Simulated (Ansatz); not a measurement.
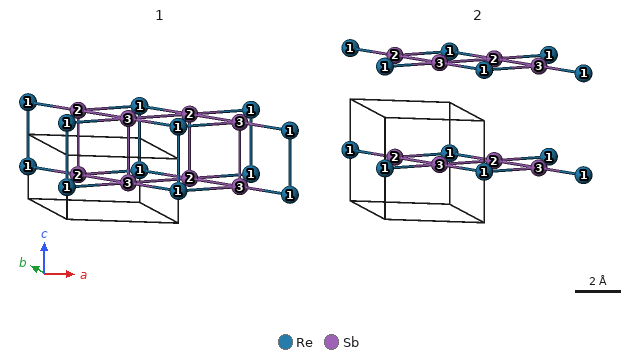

Two geometries of a crystal of ReSb2 (a generated structure, set up in P6/mmm) (coarse preliminary run), drawn at one scale. One is the start of a relaxation, the other its converged end. Style: ball-and-stick. Shown: the cell of the calculation, repeated 2 × 1 × 2 with one cell outlined, slightly off an axis.

All numbers below come from DFT PBE, scalar-relativistic, plane waves, PAW in Ansatz 0.2.0. Settings: plane-wave cutoff 420 eV; k-point mesh 6 × 6 × 4; occupations gaussian; smearing width 0.1 eV; no spin polarisation; cell and atoms relaxed; force threshold 0.04 eV/Å; at most 70 steps.

Which geometry has the lower energy?

Answer. Structure 1 is the relaxed one. No atom moves by more than 0.005 Å relative to the cell. Cell: a = b 4.518 → 5.073 Å (+12.3 %), c 4.654 → 2.937 Å (−36.9 %). Volume −20.4 %. Among the contacts that change: Sb2–Sb2 4.654 → 2.937 Å, Re1–Re1 4.654 → 2.937 Å, Re1–Sb2 2.609 → 2.929 Å, Sb2–Sb3 2.609 → 2.929 Å. The space group stays P6/mmm (No. 191). The energy falls by 1135 meV per atom in 12 accepted moves (15 points after the start). All forces vanish by symmetry, so only the cell relaxes. The pressure goes from 25.95 to 0.02 GPa. The line search rejected the trial step at point 9 of the run. At 2 points the geometry stayed and the basis and grid were re-selected for the new cell (energy shift of 2.6 meV per atom at most each time). The run took 22 s on 1 thread of Intel(R) Xeon(R) 6975P-C (Granite Rapids), on a shared host, peak memory 0.43 GiB.
